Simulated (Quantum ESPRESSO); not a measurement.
# Ag (Silver): phonons by linear response, part 2 of 3

How does Ag (Silver) vibrate, and is this structure a minimum?

Quantum ESPRESSO 7.5; DFT LDA, scalar-relativistic, plane waves, JTH PAW pseudopotentials.

So far. Step 2 (A first look): No gap opens on this mesh, so smearing is kept; the start stands at -6.7 GPa. Step 4 (Self-consistent run for the response): The cell stands at 0.06 GPa, close enough for phonons. The relaxed cell has a = 4.001 Å (conventional setting).

### Step 5. Phonons on a q mesh

Linear response treats each wavevector in the unit cell, with no supercell; the 4×4×4 mesh fixes the range of the force constants to be had.

Contents of ph.in:

```
phonons
&inputph
   prefix = 'x'
   outdir = './tmp'
   fildyn = 'x.dyn'
   tr2_ph = 1.0d-18
   alpha_mix(1) = 0.4
   nmix_ph = 8
   ldisp = .true.
   nq1 = 4
   nq2 = 4
   nq3 = 4
/
```

Started as:

```bash
$ OMP_NUM_THREADS=1 mpirun -n 4 ph.x -nk 4 -in ph.in > ph.out
```

Numbers of over 12 decimals in the logs are rounded to 6 here.

Output:

```text
[banners, grids, parts of the stress and lines that vanish by symmetry left out]
[banner, memory and clock lines left out]
Program PHONON v.7.5

     ./tmp/x.save/

     file Ag.upf: wavefunction(s)  0S 5P 0P 4D 0D renormalized

     IMPORTANT: XC functional enforced from input :
     Exchange-correlation= PW
                           (   1   4   0   0   0   0   0)
     Any further DFT definition will be discarded
     Please, verify this is what you really want

     G-vector sticks info

     Check: negative core charge=   -0.000001
     Reading collected, re-writing distributed wavefunctions in ./tmp/

     Dynamical matrices for ( 4, 4, 4)  uniform grid of q-points
     (   8 q-points):
       N         xq(1)         xq(2)         xq(3)
       1   0.000000000   0.000000000   0.000000000
       2   0.176776695   0.176776695  -0.176776695
       3  -0.353553391  -0.353553391   0.353553391
       4   0.353553391   0.000000000   0.000000000
[...]
Number and degeneracy of irreps per q-point
       N         xq(1)         xq(2)         xq(3)   N irreps
       1   0.000000000   0.000000000   0.000000000       1
        3
       2   0.176776695   0.176776695  -0.176776695       2
        1   2
       3  -0.353553391  -0.353553391   0.353553391       2
        1   2
       4   0.353553391   0.000000000   0.000000000       2
        1   2
       5  -0.176776695  -0.530330086   0.530330086       3
     No degeneracy
       6   0.000000000  -0.353553391   0.353553391       3
     No degeneracy
       7  -0.707106781   0.000000000   0.000000000       2
        1   2
       8  -0.707106781   0.353553391   0.000000000       2
        1   2

     Calculation of q =    0.0000000   0.0000000   0.0000000

     phonons

     bravais-lattice index     =            0
     lattice parameter (alat)  =       5.3465  a.u.
     unit-cell volume          =     108.0670 (a.u.)^3
     number of atoms/cell      =            1
     number of atomic types    =            1
     kinetic-energy cut-off    =      40.0000  Ry
     charge density cut-off    =     200.0000  Ry
     convergence threshold     =      1.0E-18
     beta                      =       0.4000
     number of iterations used =            8
     Exchange-correlation= PW
                           (   1   4   0   0   0   0   0)

     celldm(1)=    5.34650  celldm(2)=    0.00000  celldm(3)=    0.00000
     celldm(4)=    0.00000  celldm(5)=    0.00000  celldm(6)=    0.00000

     crystal axes: (cart. coord. in units of alat)
               a(1) = (  0.0000  0.7071  0.7071 )
               a(2) = (  0.7071  0.0000  0.7071 )
               a(3) = (  0.7071  0.7071  0.0000 )

     reciprocal axes: (cart. coord. in units 2 pi/alat)
               b(1) = ( -0.7071  0.7071  0.7071 )
               b(2) = (  0.7071 -0.7071  0.7071 )
               b(3) = (  0.7071  0.7071 -0.7071 )

     Atoms inside the unit cell:

     Cartesian axes

     site n.  atom      mass           positions (alat units)
        1  Ag    107.8682   tau(    1) = (    0.00000    0.00000    0.00000  )

     Computing dynamical matrix for
                    q = (   0.0000000   0.0000000   0.0000000 )

     49 Sym.Ops. (with q -> -q+G )

     G cutoff =  144.8135  (   5065 G-vectors)     FFT grid: ( 25, 25, 25)
     G cutoff =  115.8508  (   3695 G-vectors)  smooth grid: ( 24, 24, 24)

     number of k points=   145  Marzari-Vanderbilt smearing, width (Ry)=  0.0200

     PseudoPot. # 1 for Ag read from file:
     ./pseudo/Ag.upf
     Pseudo is Projector augmented-wave + core cor, Zval = 11.0
     Shape of augmentation charge: BESSEL

     Mode symmetry, O_h (m-3m)  point group:

     Atomic displacements:
     There are    1 irreducible representations

     Representation     1      3 modes -  To be done

     Alpha used in Ewald sum =   2.0000

     Representation #   1 modes #   1   2   3

     Self-consistent Calculation
      iter #   1   av.it.:   5.0
      thresh= 1.000E-02 alpha_mix =  0.400 |ddv_scf|^2 =  2.586E-06
      iter #   2   av.it.:   7.8
      thresh= 1.608E-04 alpha_mix =  0.400 |ddv_scf|^2 =  5.275E-07
      iter #   3   av.it.:   8.5
      thresh= 7.263E-05 alpha_mix =  0.400 |ddv_scf|^2 =  5.991E-10
      iter #   4   av.it.:   8.2
      thresh= 2.448E-06 alpha_mix =  0.400 |ddv_scf|^2 =  1.739E-11
[...]
End of self-consistent calculation

     Convergence has been achieved

     Number of q in the star =    1
     List of q in the star:
[...]
Diagonalizing the dynamical matrix

     q = (    0.000000000   0.000000000   0.000000000 )

 **************************************************************************
     freq (    1) =       0.015133 [THz] =       0.504769 [cm-1]
     freq (    2) =       0.015133 [THz] =       0.504769 [cm-1]
     freq (    3) =       0.015133 [THz] =       0.504769 [cm-1]
 **************************************************************************

     Mode symmetry, O_h (m-3m)  point group:

     freq (   1-   3) =          0.5  [cm-1]   --> T_1u G_15  G_4- I

     Calculation of q =    0.1767767   0.1767767  -0.1767767
     [... set-up and bands at k+q left out ...]

     Mode symmetry, C_3v (3m)   point group:

     Atomic displacements:
     There are    2 irreducible representations

     Representation     1      1 modes -  To be done

     Representation     2      2 modes -  To be done

     Message from routine init_vloc:
     Interpolation table for Vloc re-allocated

     Alpha used in Ewald sum =   2.0000

     Representation #   1 mode #   1

     Self-consistent Calculation

[...]
[... iterations left out ...]
[...]
End of self-consistent calculation

     Convergence has been achieved

     Representation #   2 modes #   2   3

     Self-consistent Calculation

[...]
[... iterations left out ...]
[...]
End of self-consistent calculation

     Convergence has been achieved

     Number of q in the star =    8
     List of q in the star:
[...]
Diagonalizing the dynamical matrix

     q = (    0.176776695   0.176776695  -0.176776695 )

 **************************************************************************
     freq (    1) =       1.694704 [THz] =      56.529249 [cm-1]
     freq (    2) =       1.694704 [THz] =      56.529249 [cm-1]
     freq (    3) =       4.115398 [THz] =     137.274900 [cm-1]
 **************************************************************************

     Mode symmetry, C_3v (3m)   point group:

     freq (   1-   2) =         56.5  [cm-1]   --> E    L_3
     freq (   3-   3) =        137.3  [cm-1]   --> A_1  L_1

     Calculation of q =   -0.3535534  -0.3535534   0.3535534
     [... set-up and bands at k+q left out ...]

     Mode symmetry, D_3d (-3m)  point group:

     Atomic displacements:
     There are    2 irreducible representations

     Representation     1      1 modes -  To be done

[...]
Alpha used in Ewald sum =   2.0000

     Representation #   1 mode #   1

     Self-consistent Calculation

[...]
[... iterations left out ...]
[...]
End of self-consistent calculation

     Convergence has been achieved

     Representation #   2 modes #   2   3

[...]
[... iterations left out ...]
[...]
Convergence has been achieved

     Number of q in the star =    4
     List of q in the star:
[...]
Diagonalizing the dynamical matrix

     q = (   -0.353553391  -0.353553391   0.353553391 )

[...]
freq (    1) =       2.468034 [THz] =      82.324767 [cm-1]
     freq (    2) =       2.468034 [THz] =      82.324767 [cm-1]
     freq (    3) =       5.680913 [THz] =     189.494866 [cm-1]
[...]
Mode symmetry, D_3d (-3m)  point group:

     freq (   1-   2) =         82.3  [cm-1]   --> E_u  L_3'
     freq (   3-   3) =        189.5  [cm-1]   --> A_2u L_2'

     Calculation of q =    0.3535534   0.0000000   0.0000000
     [... set-up and bands at k+q left out ...]

     Mode symmetry, C_4v (4mm)  point group:

     Atomic displacements:
     There are    2 irreducible representations

[...]
Alpha used in Ewald sum =   2.0000

     Representation #   1 mode #   1

[...]
Convergence has been achieved

     Representation #   2 modes #   2   3

[...]
Convergence has been achieved

     Number of q in the star =    6
     List of q in the star:
[...]
Diagonalizing the dynamical matrix

     q = (    0.353553391   0.000000000   0.000000000 )

[...]
freq (    1) =       2.584273 [THz] =      86.202063 [cm-1]
     freq (    2) =       2.584273 [THz] =      86.202063 [cm-1]
     freq (    3) =       4.159016 [THz] =     138.729855 [cm-1]
[...]
Mode symmetry, C_4v (4mm)  point group:

     freq (   1-   2) =         86.2  [cm-1]   --> E    G_5 D_5
     freq (   3-   3) =        138.7  [cm-1]   --> A_1  G_1 D_1

     Calculation of q =   -0.1767767  -0.5303301   0.5303301
     [... set-up and bands at k+q left out ...]

     Mode symmetry, C_s (m)     point group:

     Atomic displacements:
     There are    3 irreducible representations

[...]
Alpha used in Ewald sum =   2.0000

     Representation #   1 mode #   1

[...]
Convergence has been achieved

[...]
Convergence has been achieved

[...]
Convergence has been achieved

     Number of q in the star =   24
     List of q in the star:
[...]
Diagonalizing the dynamical matrix

     q = (   -0.176776695  -0.530330086   0.530330086 )

[...]
freq (    1) =       3.066932 [THz] =     102.301824 [cm-1]
     freq (    2) =       3.677621 [THz] =     122.672228 [cm-1]
     freq (    3) =       5.236870 [THz] =     174.683164 [cm-1]
[...]
Mode symmetry, C_s (m)     point group:

     freq (   1-   1) =        102.3  [cm-1]   --> A''
     freq (   2-   2) =        122.7  [cm-1]   --> A'
     freq (   3-   3) =        174.7  [cm-1]   --> A'

     Calculation of q =    0.0000000  -0.3535534   0.3535534
     [... set-up and bands at k+q left out ...]

     Mode symmetry, C_2v (mm2)  point group:

     Atomic displacements:
     There are    3 irreducible representations

[...]
Alpha used in Ewald sum =   2.0000

[...]
Convergence has been achieved

[...]
Convergence has been achieved

[...]
Convergence has been achieved

     Number of q in the star =   12
     List of q in the star:
[...]
Diagonalizing the dynamical matrix

     q = (    0.000000000  -0.353553391   0.353553391 )

[...]
freq (    1) =       2.433369 [THz] =      81.168465 [cm-1]
     freq (    2) =       3.716124 [THz] =     123.956561 [cm-1]
     freq (    3) =       4.914128 [THz] =     163.917658 [cm-1]
[...]
Mode symmetry, C_2v (mm2)  point group:

     freq (   1-   1) =         81.2  [cm-1]   --> B_1  D_3  S_3
     freq (   2-   2) =        124.0  [cm-1]   --> B_2  D_4  S_4
     freq (   3-   3) =        163.9  [cm-1]   --> A_1  D_1  S_1

     Calculation of q =   -0.7071068   0.0000000   0.0000000
     [... set-up and bands at k+q left out ...]

     Mode symmetry, D_4h(4/mmm) point group:

     Atomic displacements:
     There are    2 irreducible representations

[...]
Alpha used in Ewald sum =   2.0000

     Representation #   1 mode #   1

[...]
Convergence has been achieved

     Representation #   2 modes #   2   3

[...]
Convergence has been achieved

     Number of q in the star =    3
     List of q in the star:
[...]
Diagonalizing the dynamical matrix

     q = (   -0.707106781   0.000000000   0.000000000 )

[...]
freq (    1) =       3.678131 [THz] =     122.689233 [cm-1]
     freq (    2) =       3.678131 [THz] =     122.689233 [cm-1]
     freq (    3) =       5.612387 [THz] =     187.209075 [cm-1]
[...]
Mode symmetry, D_4h(4/mmm) point group:

     freq (   1-   2) =        122.7  [cm-1]   --> E_u  X_5' M_5'
     freq (   3-   3) =        187.2  [cm-1]   --> A_2u X_4' M_4'

     Calculation of q =   -0.7071068   0.3535534   0.0000000
     [... set-up and bands at k+q left out ...]

     Mode symmetry, D_2d (-42m) point group:

     Atomic displacements:
     There are    2 irreducible representations

     Representation     1      1 modes -  To be done

     Representation     2      2 modes -  To be done

     Alpha used in Ewald sum =   2.0000

     Representation #   1 mode #   1

     Self-consistent Calculation

[...]
[... iterations left out ...]
[...]
End of self-consistent calculation

     Convergence has been achieved

     Representation #   2 modes #   2   3

     Self-consistent Calculation

      iter #   1   av.it.:   5.8
      thresh= 1.000E-02 alpha_mix =  0.400 |ddv_scf|^2 =  6.966E-05

      [... iterations left out ...]
      iter #   9   av.it.:   7.8
      thresh= 7.912E-10 alpha_mix =  0.400 |ddv_scf|^2 =  6.698E-20

     End of self-consistent calculation

     Convergence has been achieved

     Number of q in the star =    6
     List of q in the star:
[...]
5   0.353553391  -0.000000000  -0.707106781
          6  -0.353553391  -0.000000000   0.707106781

     Diagonalizing the dynamical matrix

     q = (   -0.707106781   0.353553391   0.000000000 )

 **************************************************************************
     freq (    1) =       3.602508 [THz] =     120.166741 [cm-1]
     freq (    2) =       4.662684 [THz] =     155.530393 [cm-1]
     freq (    3) =       4.662684 [THz] =     155.530393 [cm-1]
 **************************************************************************

     Mode symmetry, D_2d (-42m) point group:

     freq (   1-   1) =        120.2  [cm-1]   --> B_2  X_3  W_2
     freq (   2-   3) =        155.5  [cm-1]   --> E    X_5  W_3


[key lines of the parts left out:]
the Fermi energy is    14.1599 ev
```

It took 22 min on 4 MPI ranks of Arm Neoverse N1, shared host; 89 min of CPU time.

This step gave:

```yaml
largest_acoustic_frequency_at_the_zone_centre_before_the_sum_rule: 0.5 cm⁻¹
lowest_mode_on_the_q_mesh_acoustic_ones_at_the_zone_centre_apart: 56.53 cm⁻¹
```

Frequencies (cm⁻¹) at each irreducible wavevector; negative means imaginary. Frequencies by wavevector:

```
  q (fractions)  star  mode 1  mode 2  mode 3
          0 0 0     1     0.5     0.5     0.5
       0 0 0.25     8   56.53   56.53   137.3
       0 0 -0.5     4   82.32   82.32   189.5
    0 0.25 0.25     6    86.2    86.2   138.7
    0 0.25 -0.5    24   102.3   122.7   174.7
   0 0.25 -0.25    12   81.17     124   163.9
    0 -0.5 -0.5     3   122.7   122.7   187.2
0.25 -0.5 -0.25     6   120.2   155.5   155.5
```

The acoustic modes at Γ come out as far as 0.5 cm⁻¹ from zero, where they should vanish, a small numerical error.

### Step 6. Force constants in real space

The dynamical matrices of the mesh are Fourier-transformed to force constants in real space.

Contents of q2r.in:

```
&input
   fildyn = 'x.dyn'
   zasr = 'crystal'
   flfrc = 'x.fc'
/
```

Started as:

```bash
$ q2r.x < q2r.in > q2r.out
```

Output:

```text
[banners, grids, parts of the stress and lines that vanish by symmetry left out]
[banner, memory and clock lines left out]
Program Q2R v.7.5

  reading grid info from file x.dyn0

  reading force constants from file x.dyn1
  Dielectric Tensor not found
  nqs=            1
 q=   0.00000000  0.00000000  0.00000000
  reading force constants from file x.dyn2
  nqs=            8
 q=   0.17677670  0.17677670 -0.17677670
[...]
reading force constants from file x.dyn7
  nqs=            3
[...]
reading force constants from file x.dyn8
  nqs=            6
[...]
q=   0.35355339 -0.00000000 -0.70710678
 q=  -0.35355339 -0.00000000  0.70710678

      q-space grid ok, #points =   64

      fft-check success (sum of imaginary terms < 10^-12)
```

Wall time 0.48 s (1 thread).

### Step 7. Interpolated phonon bands

From the force constants any wavevector is cheap; points of the mesh come back as solved, but for the sum rule and, in polar crystals, the LO-TO term at Γ; the rest is interpolation.

Contents of matdyn.in:

```
&input
   asr = 'crystal'
   flfrc = 'x.fc'
   flfrq = 'x.freq'
   flvec = 'x.modes'
   q_in_band_form = .true.
   q_in_cryst_coord = .true.
/
8
  0.0000000   0.0000000   0.0000000  12  ! GAMMA
  0.5000000  -0.0000000   0.5000000  12  ! X
  0.6250000   0.2500000   0.6250000   1  ! U
  0.3750000   0.3750000   0.7500000  12  ! K
  0.0000000   0.0000000   0.0000000  12  ! GAMMA
  0.5000000   0.5000000   0.5000000  12  ! L
  0.5000000   0.2500000   0.7500000  12  ! W
  0.5000000  -0.0000000   0.5000000   1  ! X
```

Started as:

```bash
$ matdyn.x -in matdyn.in > matdyn.out
```

Output:

```text
[banner, memory and clock lines left out]
Program MATDYN v.7.5

 mass for atomic type   1 not given; uses mass from file x.fc
 Norm of the difference between old and new effective charges:    0.000000

 Norm of the difference between old and new force-constants:   4.50333e-07

     Message from routine matdyn:
     Z* not found in file x.fc, TO-LO splitting at q=0 will be absent!
     Message from routine matdyn:
     Z* not found in file x.fc, TO-LO splitting at q=0 will be absent!

Note: The following floating-point exceptions are signalling: IEEE_UNDERFLOW_FLAG
```

Elapsed: 0.47 s, on 1 thread.

Numbers from this step:

* lowest frequency on the path: 0 cm⁻¹
* mean frequency: 121.3 cm⁻¹
* Debye temperature (second moment): 236 K
* logarithmic mean frequency: 114.3 cm⁻¹

Matdyn.x, sum rule crystal. The phonon branches at the labelled points (cm⁻¹):

| point | branch 1 | branch 2 | branch 3 |
| --- | --- | --- | --- |
| Γ | 0 | 0 | 0 |
| X | 123 | 123 | 187 |
| U | 110 | 146 | 169 |
| jump to K | 110 | 146 | 169 |
| Γ | 0 | 0 | 0 |
| L | 82 | 82 | 190 |
| W | 120 | 156 | 156 |
| X | 123 | 123 | 187 |

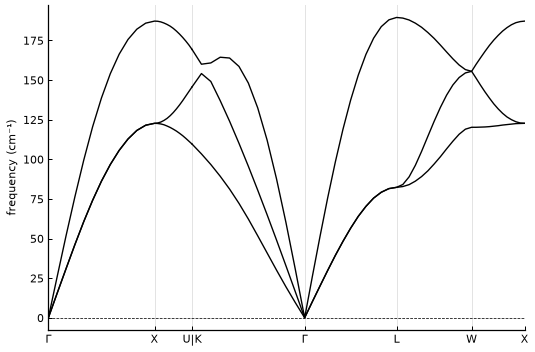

Phonon branches along the path.

Lowest modes at the softest wavevector of the mesh; phase exp(i q.(R + tau)). Modes at q = (0.250, 0.000, 0.000):

| mode | frequency (cm⁻¹) |
| --- | --- |
| 1 | 56.5 |
| 2 | 56.5 |
| 3 | 137.3 |

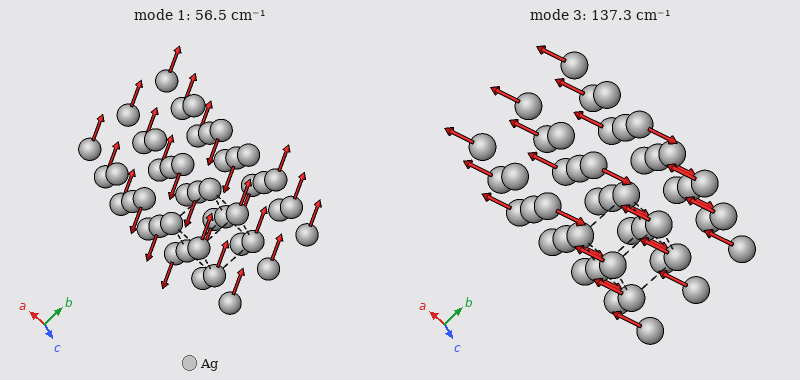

Displacement patterns of modes 1 and 3 at q = (0.250, 0.000, 0.000); arrows are exaggerated. 4×2×2 cells are drawn. The axes are those of the cell as run, not the conventional ones. Some periodic images of atoms are drawn too.

(Part 2 of 3 ends here.)

[Host names and launcher messages were left out of these logs when they were recorded.]

[Logs are printed without paths, hosts, clocks, repeated set-up lines and the standing remarks that a program may print on its own settings, such as how far it seeks lower states.]

[Hosts, paths, dates, database ids (printed as entryN), source tags and the programs' standing remarks are cut or masked in the printed files.]
